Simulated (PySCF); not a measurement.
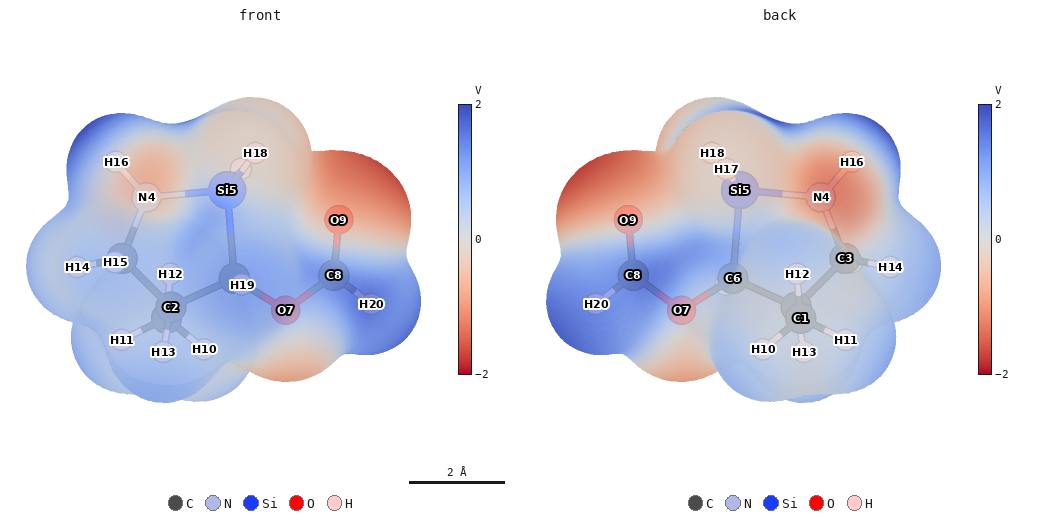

Figure 1: C5H11NO2Si. The electrostatic potential painted on the density surface at 0.004 e/bohr³, seen from the front and from behind; red is negative and blue positive.

Geometry: GFN2-xTB.

The calculation used PBE0/pcSseg-1, SCF density, gas phase, non-relativistic (PySCF).

Input file:

```
{"job": {"kind": "nmr", "xc": "PBE0", "basis": "pcSseg-1"}, "charge": 0, "multiplicity": 1}
C     -1.444858    -0.851761    -0.878924
C     -0.962643    -0.496196     0.523040
C     -1.394522     0.924182     0.905086
N     -0.499029     1.830071     0.221114
Si     1.082532     1.235540    -0.129374
C      0.561547    -0.464778     0.592763
O      1.144460    -1.611287    -0.046173
C      2.291251    -1.410856    -0.618149
O      2.890137    -0.367645    -0.684268
H     -1.053791    -1.821298    -1.179023
H     -2.531800    -0.894844    -0.902912
H     -1.108138    -0.101351    -1.589888
H     -1.376336    -1.219538     1.233567
H     -2.428257     1.106827     0.594605
H     -1.342080     1.048931     1.997099
H     -0.768201     2.796846     0.263597
H      1.244447     1.351461    -1.575565
H      2.146081     1.824274     0.679861
H      0.869415    -0.519563     1.643589
H      2.674636    -2.348338    -1.053080
```

Launched as:

```sh
OMP_NUM_THREADS=1 python probes_run.py task.json out
```

Question: Where is the surface potential most negative and most positive?

Answer: The most negative region (about −1.7 V) lies over O9, the most positive (about +1.9 V) over Si5 and H16. O9 is the likeliest acceptor of a hydrogen bond.
